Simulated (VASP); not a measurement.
Band structure of Cd (relaxed from the fcc structure, space group Fm-3m). Computed with r2SCAN meta-GGA, VASP's PBE PAW potentials (set 64) (plane waves; VASP).

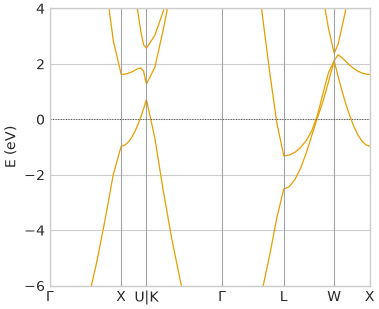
Figure. Bands along high-symmetry lines, zero at the valence-band maximum or, without a gap, the Fermi level

**Question.** Read the plot: is there a gap, and where are the band edges?

**Answer.** It has no gap at this level: it comes out as a metal or semimetal.

The structure was generated: Cd was put into the fcc type (Fm-3m), which need not be its known phase. It was relaxed first.
